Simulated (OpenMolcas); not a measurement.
# Pr³⁺ complex: multiconfigurational calculation

System: Pr³⁺ with 6 ligands (F; octahedron, 2.287 Å), embedded in CsCaF3 by model potentials and point charges, whose field is part of the energies.
Method: state-averaged CASSCF, active space 2 electrons in the shell 4f, basis ANO-RCC-VDZP on the metal and ANO-RCC-VDZP on the ligands, DKH2 scalar Hamiltonian, spin-orbit coupling by RASSI with atomic mean-field integrals (OpenMolcas).

Output (extracts):
```
--- SEWARD ---
Basis set label: PR.ANO-RCC...7S6P4D2F1G.

      Electronic valence basis set:
      ------------------
      Associated Effective Charge  59.000000 au
      Associated Actual Charge     59.000000 au
      Nuclear Model: Point charge

      Shell  nPrim  nBasis  Cartesian Spherical Contaminant
         s      25       7        X
         p      22       6        X
         d      15       4                 X
         f      11       2                 X
         g       4       1                 X
                  Relativistic Douglas-Kroll-Hess integrals:
                    - DKH order of Hamiltonian: 2
                    - DKH order of Properties : 0
                  Atomic mean-field integrals
--- RASSCF ---
Wave function specifications:
      -----------------------------

      Number of closed shell electrons         114
      Number of electrons in active shells       2
      Max number of holes in RAS1 space          0
      Max nr of electrons in RAS3 space          0
      Number of inactive orbitals               57
      Number of active orbitals                  7
      Number of secondary orbitals             112
      Spin quantum number                      1.0
      State symmetry                             1
Orbital specifications:
      -----------------------

      Symmetry species                           1   2
                                                ag  au
      Frozen orbitals                            0   0
      Inactive orbitals                         30  27
      Active orbitals                            0   7
      RAS1 orbitals                              0   0
      RAS2 orbitals                              0   7
      RAS3 orbitals                              0   0
      Secondary orbitals                        60  52
      Deleted orbitals                           0   0
      Number of basis functions                 90  86
      Number of CSFs                            21
      Number of root(s) required                21
      Iter CI   SX   CI       RASSCF       Energy    max ROT     max BLB   max BLB  Level Ln srch  Step   QN
          iter iter root      energy       change     param      element    value   shift minimum  type update
 Nr of preliminary CI iterations:   1
      Total energies have been shifted. Add                -9000.00 au
        1   1    9    0  -828.09503304    0.00E+00  -6.60E-02   15  83 2  3.14E-01*  0.59   0.00    SX    NO
        2   1    9    0  -828.91500120   -8.20E-01*  3.97E-02   30  33 1  1.28E-01*  0.61   0.00    SX    NO
        3   1    9    0  -828.99952555   -8.45E-02*  1.78E-02   30  33 1  5.84E-02*  0.65   0.00    SX    NO
        4   1    9    0  -829.01361632   -1.41E-02* -9.31E-03   30  33 1  3.06E-02*  0.66   0.00    SX    NO
        5   1    8    0  -829.01658131   -2.96E-03*  8.14E-03   30  33 1  1.55E-02*  0.67   1.91    LS   YES
        6   1    8    0  -829.01745841   -8.77E-04*  1.14E-03   10  42 2 -3.18E-03*  0.67   1.04    QN   YES
        7   1    7    0  -829.01754128   -8.29E-05*  5.70E-04   12  44 2 -1.29E-03*  0.67   1.50    LS   YES
        8   1    7    0  -829.01755173   -1.04E-05* -3.42E-04   27  69 2 -1.12E-03*  0.67   1.01    QN   YES
        9   1    6    0  -829.01755971   -7.98E-06* -1.37E-04   12  31 2  3.52E-04*  0.67   1.11    QN   YES
       10   1    6    0  -829.01756041   -6.95E-07* -7.78E-05   12  31 2  1.75E-04*  0.67   1.57    LS   YES
       11   1    6    0  -829.01756050   -9.20E-08* -3.24E-05   15  84 2 -1.06E-04*  0.67   0.92    QN   YES
       12   1    5    0  -829.01756059   -9.10E-08* -2.37E-05   15  84 2 -4.79E-05   0.67   1.44    QN   YES
       13   1    4    0  -829.01756061   -1.82E-08* -5.37E-06   27  75 2 -1.02E-05   0.67   1.08    QN   YES
       14   1    4    0  -829.01756061   -2.55E-11   2.41E-06   20  34 1  3.55E-06   0.67   0.30    QN   YES
      Convergence after 14 iterations
       15   1    4    0  -829.01756061    2.16E-10   2.41E-06   30  33 1  1.10E-06   0.67   0.30    QN   YES
      Natural orbitals and occupation numbers for root  1
      sym 2:   0.635956   0.316230   0.047814   0.047814   0.316230   0.635956  -0.000000
      Natural orbitals and occupation numbers for root  2
      sym 2:   0.315620   0.315620  -0.000000   0.048125   0.636254   0.636254   0.048125
      Natural orbitals and occupation numbers for root  3
      sym 2:   0.049224   0.313487   0.637289  -0.000000   0.637289   0.313487   0.049224
::    RASSCF root number  1 Total energy:  -9829.04779724
::    RASSCF root number  2 Total energy:  -9829.04779724
::    RASSCF root number  3 Total energy:  -9829.04779724
::    RASSCF root number  4 Total energy:  -9829.04435972
::    RASSCF root number  5 Total energy:  -9829.04435972
::    RASSCF root number  6 Total energy:  -9829.04435972
::    RASSCF root number  7 Total energy:  -9829.04307157
::    RASSCF root number  8 Total energy:  -9829.04307157
::    RASSCF root number  9 Total energy:  -9829.04273035
::    RASSCF root number 10 Total energy:  -9829.04273035
::    RASSCF root number 11 Total energy:  -9829.04273035
::    RASSCF root number 12 Total energy:  -9829.01857304
::    RASSCF root number 13 Total energy:  -9829.01857304
::    RASSCF root number 14 Total energy:  -9829.01857304
::    RASSCF root number 15 Total energy:  -9829.01668863
::    RASSCF root number 16 Total energy:  -9829.01668863
::    RASSCF root number 17 Total energy:  -9829.01668863
::    RASSCF root number 18 Total energy:  -9829.01525306
::    RASSCF root number 19 Total energy:  -9828.91897654
::    RASSCF root number 20 Total energy:  -9828.91897654
::    RASSCF root number 21 Total energy:  -9828.91897654
--- RASSCF ---
Wave function specifications:
      -----------------------------

      Number of closed shell electrons         114
      Number of electrons in active shells       2
      Max number of holes in RAS1 space          0
      Max nr of electrons in RAS3 space          0
      Number of inactive orbitals               57
      Number of active orbitals                  7
      Number of secondary orbitals             112
      Spin quantum number                      0.0
      State symmetry                             1
Orbital specifications:
      -----------------------

      Symmetry species                           1   2
                                                ag  au
      Frozen orbitals                            0   0
      Inactive orbitals                         30  27
      Active orbitals                            0   7
      RAS1 orbitals                              0   0
      RAS2 orbitals                              0   7
      RAS3 orbitals                              0   0
      Secondary orbitals                        60  52
      Deleted orbitals                           0   0
      Number of basis functions                 90  86
      Number of CSFs                            28
      Number of root(s) required                28
      Iter CI   SX   CI       RASSCF       Energy    max ROT     max BLB   max BLB  Level Ln srch  Step   QN
          iter iter root      energy       change     param      element    value   shift minimum  type update
 Nr of preliminary CI iterations:   1
        1   1    0    0 -9828.95443577    0.00E+00   0.00E+00   31  38 2 -4.95E-03*  0.00   0.00    SX    NO
      Natural orbitals and occupation numbers for root  1
      sym 2:   0.306700   0.000000   0.051773   0.143895   0.337114   1.105360   0.055158
      Natural orbitals and occupation numbers for root  2
      sym 2:   0.115274  -0.000000   0.859586   0.044346   0.829306   0.039733   0.111754
      Natural orbitals and occupation numbers for root  3
      sym 2:   0.174644   0.580159   0.245197   0.174643   0.580159   0.245197   0.000000
::    RASSCF root number  1 Total energy:  -9829.01608844
::    RASSCF root number  2 Total energy:  -9829.01608844
::    RASSCF root number  3 Total energy:  -9829.01525730
::    RASSCF root number  4 Total energy:  -9829.01525730
::    RASSCF root number  5 Total energy:  -9829.01525730
::    RASSCF root number  6 Total energy:  -9829.01438700
::    RASSCF root number  7 Total energy:  -9829.01143940
::    RASSCF root number  8 Total energy:  -9829.01143940
::    RASSCF root number  9 Total energy:  -9829.01143940
::    RASSCF root number 10 Total energy:  -9828.95219451
::    RASSCF root number 11 Total energy:  -9828.95219451
::    RASSCF root number 12 Total energy:  -9828.95219451
::    RASSCF root number 13 Total energy:  -9828.94700165
::    RASSCF root number 14 Total energy:  -9828.94700165
::    RASSCF root number 15 Total energy:  -9828.93310083
::    RASSCF root number 16 Total energy:  -9828.93230799
::    RASSCF root number 17 Total energy:  -9828.93230799
::    RASSCF root number 18 Total energy:  -9828.93230799
::    RASSCF root number 19 Total energy:  -9828.93129355
::    RASSCF root number 20 Total energy:  -9828.93129355
::    RASSCF root number 21 Total energy:  -9828.93129355
::    RASSCF root number 22 Total energy:  -9828.92840111
::    RASSCF root number 23 Total energy:  -9828.92631352
::    RASSCF root number 24 Total energy:  -9828.92631352
::    RASSCF root number 25 Total energy:  -9828.92631352
::    RASSCF root number 26 Total energy:  -9828.92544136
::    RASSCF root number 27 Total energy:  -9828.92544136
::    RASSCF root number 28 Total energy:  -9828.76483102
--- RASSI ---
SPIN-FREE ENERGIES:
  (Shifted by EMIN (a.u.) =      -9829.0477972429)

 SF State       Relative EMIN(au)   Rel lowest level(eV)    D:o, cm**(-1)

     1             0.0000000000        0.0000000000              0.0000
     2             0.0000000000        0.0000000000              0.0000
     3             0.0000000000        0.0000000000              0.0000
     4             0.0034375254        0.0935398323            754.4496
     5             0.0034375254        0.0935398323            754.4496
     6             0.0034375254        0.0935398323            754.4496
     7             0.0047256744        0.1285921520           1037.1657
     8             0.0047256744        0.1285921520           1037.1657
     9             0.0050668897        0.1378770915           1112.0537
    10             0.0050668897        0.1378770915           1112.0537
    11             0.0050668897        0.1378770915           1112.0537
    12             0.0292242023        0.7952310568           6413.9710
    13             0.0292242023        0.7952310568           6413.9710
    14             0.0292242023        0.7952310568           6413.9710
    15             0.0311086179        0.8465086171           6827.5524
    16             0.0311086179        0.8465086171           6827.5524
    17             0.0311086179        0.8465086171           6827.5524
    22             0.0317088069        0.8628405906           6959.2787
    23             0.0317088069        0.8628405906           6959.2787
    24             0.0325399445        0.8854569974           7141.6923
    25             0.0325399445        0.8854569974           7141.6923
    26             0.0325399445        0.8854569974           7141.6923
    18             0.0325441874        0.8855724535           7142.6235
    27             0.0334102475        0.9091391494           7332.7018
    28             0.0363578471        0.9893474192           7979.6251
    29             0.0363578471        0.9893474192           7979.6251
    30             0.0363578471        0.9893474192           7979.6251
    31             0.0956027304        2.6014828239          20982.3740
    32             0.0956027304        2.6014828239          20982.3740
    33             0.0956027304        2.6014828239          20982.3740
    34             0.1007955926        2.7427878030          22122.0755
    35             0.1007955926        2.7427878030          22122.0755
    36             0.1146964170        3.1210485050          25172.9538
    37             0.1154892598        3.1426228553          25346.9627
    38             0.1154892598        3.1426228553          25346.9627
    39             0.1154892598        3.1426228553          25346.9627
    40             0.1165036905        3.1702269214          25569.6045
    41             0.1165036905        3.1702269214          25569.6045
    42             0.1165036905        3.1702269214          25569.6045
    43             0.1193961342        3.2489343247          26204.4225
Eigenvalues of complex Hamiltonian:
   -----------------------------------
  (Shifted by EMIN (a.u.) =      -9829.0477972429)

 SO State       Relative EMIN(au)   Rel lowest level(eV)    D:o, cm**(-1)

     1            -0.0119025757        0.0000000000              0.0000
     2            -0.0100900202        0.0493221494            397.8100
     3            -0.0100900202        0.0493221490            397.8100
     4            -0.0100900202        0.0493221484            397.8100
     5            -0.0085738418        0.0905794630            730.5726
     6            -0.0085738419        0.0905794623            730.5726
     7            -0.0070582244        0.1318215156           1063.2122
     8            -0.0070582244        0.1318215155           1063.2122
     9            -0.0070582244        0.1318215156           1063.2122
    10             0.0000313678        0.3247391453           2619.1978
    11             0.0000313678        0.3247391456           2619.1978
    12             0.0000313678        0.3247391463           2619.1979
    13             0.0006894132        0.3426454752           2763.6221
    14             0.0006894132        0.3426454749           2763.6221
    15             0.0006894133        0.3426454759           2763.6221
    16             0.0019529331        0.3770276018           3040.9327
    17             0.0019529331        0.3770276016           3040.9327
    18             0.0028952537        0.4026694526           3247.7482
    19             0.0028952537        0.4026694527           3247.7482
    20             0.0028952537        0.4026694527           3247.7482
    21             0.0101052589        0.5988636881           4830.1614
    22             0.0101052589        0.5988636873           4830.1614
    23             0.0104536723        0.6083445008           4906.6293
    24             0.0104536723        0.6083445011           4906.6293
    25             0.0104536723        0.6083445002           4906.6293
    26             0.0122835060        0.6581368125           5308.2314
    27             0.0130984220        0.6803118063           5487.0848
    28             0.0130984220        0.6803118063           5487.0848
    29             0.0130984220        0.6803118062           5487.0848
    30             0.0135059561        0.6914013735           5576.5282
    31             0.0135059561        0.6914013734           5576.5282
    32             0.0135059561        0.6914013734           5576.5282
    33             0.0137255681        0.6973773202           5624.7274
    34             0.0216699839        0.9135558874           7368.3251
    35             0.0216699839        0.9135558873           7368.3251
    36             0.0223784541        0.9328343440           7523.8164
    37             0.0223784541        0.9328343441           7523.8164
    38             0.0223784541        0.9328343439           7523.8164
    39             0.0275290296        1.0729886427           8654.2370
    40             0.0275290296        1.0729886426           8654.2370
    41             0.0275290296        1.0729886427           8654.2370
Weights of the five most important spin-orbit-free states for each spin-orbit state.

 SO State  Total energy (au)           Spin-free states, spin, and weights
 -------------------------------------------------------------------------------------------------------
    1        -0.011903       1 1.0  0.3259    2 1.0  0.3259    3 1.0  0.3259   27 0.0  0.0217   13 1.0  0.0002
    2        -0.010090       3 1.0  0.2855    2 1.0  0.2841    6 1.0  0.1528    5 1.0  0.1524    8 1.0  0.0916
    3        -0.010090       3 1.0  0.2860    1 1.0  0.2841    4 1.0  0.1524    6 1.0  0.1523    7 1.0  0.0502
    4        -0.010090       2 1.0  0.2860    1 1.0  0.2854    4 1.0  0.1528    5 1.0  0.1523    7 1.0  0.0901
    5        -0.008574       6 1.0  0.3812    5 1.0  0.1470   11 1.0  0.1337   10 1.0  0.0990    1 1.0  0.0863
    6        -0.008574       4 1.0  0.3336    5 1.0  0.2421    9 1.0  0.1541    3 1.0  0.0989   10 1.0  0.0582
    7        -0.007058       9 1.0  0.2462   11 1.0  0.2323    8 1.0  0.2052    7 1.0  0.1865   10 1.0  0.0569
    8        -0.007058       8 1.0  0.3517   11 1.0  0.2654   10 1.0  0.2482    7 1.0  0.0400    1 1.0  0.0236
    9        -0.007058       7 1.0  0.3611    9 1.0  0.2674   10 1.0  0.2303   11 1.0  0.0377    8 1.0  0.0306
   10         0.000031       6 1.0  0.2432    5 1.0  0.2429    3 1.0  0.2068    2 1.0  0.2064    8 1.0  0.0883
   11         0.000031       4 1.0  0.2430    6 1.0  0.2429    3 1.0  0.2072    1 1.0  0.2064    7 1.0  0.0484
   12         0.000031       4 1.0  0.2432    5 1.0  0.2430    2 1.0  0.2072    1 1.0  0.2067    7 1.0  0.0869
```

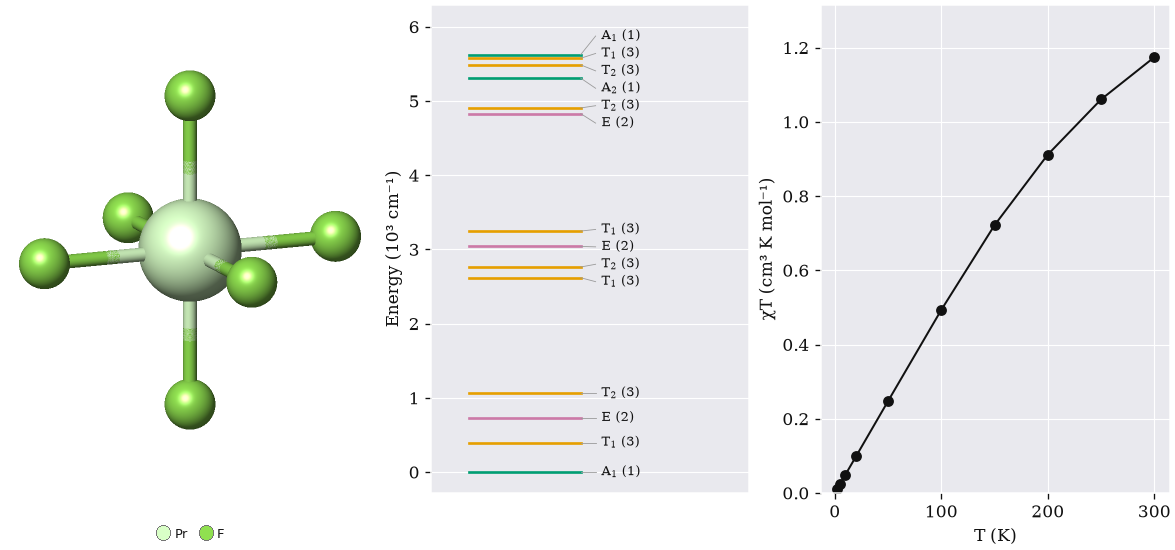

Fig. 1: Pr³⁺ (4f²) as a dopant in CsCaF₃, a cluster with its 6 nearest F⁻ at 2.287 Å (octahedron) embedded in model potentials and point charges; the geometry was set, not optimised, and its levels and susceptibility. Labels give the representation in O, Td, D4 or D3 as the site allows (double group for half-integer spin) where it could be assigned and, in brackets, the degeneracy; spin-free states, where drawn, share the zero of the spin-orbit levels. Powder susceptibility by Van Vleck's formula. The ground level is A₁, non-degenerate, 98 % from states of spin multiplicity 3 (of the 28 states of multiplicity 1, 27 enter the spin-orbit step), effective J = 4.02, with |mJ| = 0 the largest share (58 %). The next level lies at 398 cm⁻¹ (T₁). The lowest J multiplet spreads over 1,060 cm⁻¹. χT is 0.00990 cm³ K mol⁻¹ at 2 K and 1.17 at 300 K, an effective moment of 3.06 μB. The active orbitals hold 99 to 100 % metal character (Löwdin), and the Mulliken charge of the metal is +2.45.

Input file:
```
&GATEWAY
Basis set
Pr.ANO-RCC-VDZP.
Pr1 0.0 0.0 0.0 Angstrom
End of basis
Basis set
F.ANO-RCC-VDZP.
L1 2.287000 0.000000 0.000000 Angstrom
L2 0.000000 2.287000 0.000000 Angstrom
L3 0.000000 0.000000 2.287000 Angstrom
End of basis
Basis set
Ca.EMB-AIMP.Lopez-Moraza.10s7p.1s1p.ECP.CsCaF3.
PseudoCharge
* 3 symmetry-unique lattice sites within 7.6 angstrom
End of basis
Basis set
Cs.EMB-AIMP.Lopez-Moraza.0s.0s.ECP.CsCaF3.
PseudoCharge
* 16 symmetry-unique lattice sites within 7.6 angstrom
End of basis
Basis set
Ca.EMB-AIMP.Lopez-Moraza.0s.0s.ECP.CsCaF3.
PseudoCharge
* 6 symmetry-unique lattice sites within 7.6 angstrom
End of basis
Basis set
F.EMB-AIMP.Lopez-Moraza.0s.0s.ECP.CsCaF3.
PseudoCharge
* 27 symmetry-unique lattice sites within 7.6 angstrom
End of basis
Symmetry
XYZ
AngMom=0.0 0.0 0.0
AMFI
RICD
XField
1537 Angstrom 0
* Evjen-weighted lattice charges
&SEWARD
&RASSCF
FileOrb=start.orb
Symmetry=1
Spin=3
nActEl=2 0 0
Inactive=30 27
Ras2=0 7
CIRoot=21 21 1
SDav=21
CIMx=300
Iter=150 100
PrWF=0.3
OrbListing=Nothing
MaxOrb=0
LevShft=1.0
>>> COPY $Project.JobIph JOB001
&RASSCF
FileOrb=start.orb
Symmetry=1
Spin=1
nActEl=2 0 0
Inactive=30 27
Ras2=0 7
CIRoot=28 28 1
SDav=28
CIMx=300
Iter=150 100
PrWF=0.3
OrbListing=Nothing
MaxOrb=0
CIOnly
LevShft=1.0
>>> COPY $Project.JobIph JOB002
&RASSI
NrOfJobIphs=2 21 27
1 2 3 4 5 6 7 8 9 10 11 12 13 14 15 16 17 18 19 20 21
1 2 3 4 5 6 7 8 9 10 11 12 13 14 15 16 17 18 19 20 21 22 23 24 25 26 27
IphNames
JOB001
JOB002
EJob
SpinOrbit
DIPRint=1.0
SOCoupling=1000.0
Subsets=2
Property=9
'ANGMOM' 1 'ANGMOM' 2 'ANGMOM' 3 'MLTPL  1' 1 'MLTPL  1' 2 'MLTPL  1' 3
'AMFI' 1 'AMFI' 2 'AMFI' 3
SOProperty=3
'ANGMOM' 1 'ANGMOM' 2 'ANGMOM' 3
```

The file start.orb holds starting orbitals from an earlier step. A driver script formed the levels outside the program, from RASSI's spin-orbit matrix and the active-space energies, averaged over the components of each term or state.

Command:
```bash
OMP_NUM_THREADS=1 MOLCAS_MEM=2457 MOLCAS_PROJECT=a pymolcas a.inp > a.log  # once for each step of the input, in one work folder
```

Summary:

| quantity | value |
| --- | --- |
| outcome | converged |
| energy of the lowest spin-free term | −9829.04780 hartree |
| energy of the lowest spin-orbit level | −9829.05970 hartree |
| largest spread among components of a term | 0.0 cm⁻¹ |
| hardware | 1 thread of Arm Neoverse V1, 24 GiB of memory available, shared host |
| wall time | 32 s |
| peak memory | 0.6 GiB |

Notes:

Without dynamic correlation the splittings between terms come out too large, often by 20 to 50 %. Limits: the geometry is set by hand, with no relaxation.
